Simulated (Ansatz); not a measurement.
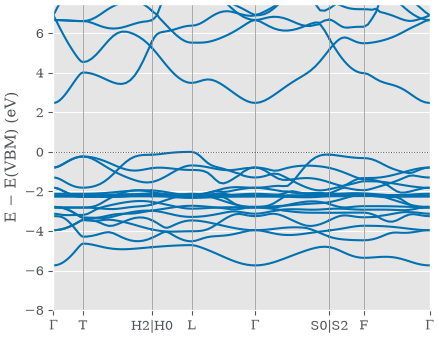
Fig. 1. Band structure from r²SCAN in the plane-wave PAW code Ansatz

Q: Read off the gap and where the band edges lie.

A: About 2.5 eV (2.48 eV by a search for the band edges); maximum at L, minimum at Γ.

The material is LuAgO₂ in space group R-3m (No. 166; Lu on 3b, Ag on 3a, O on 6c).

The workflow started from a Materials Project entry (that database holds measured and hypothetical structures alike); the Crystallography Open Database copy checked does not list it. Its standing as an ambient phase is unchecked. Symmetry was held in the r²SCAN relaxation; whether a distortion lowers the energy is not shown. No spin polarisation was allowed. Spin–orbit coupling is left out wherever it is not named.

Potentials: the later of the program's two PAW sets.
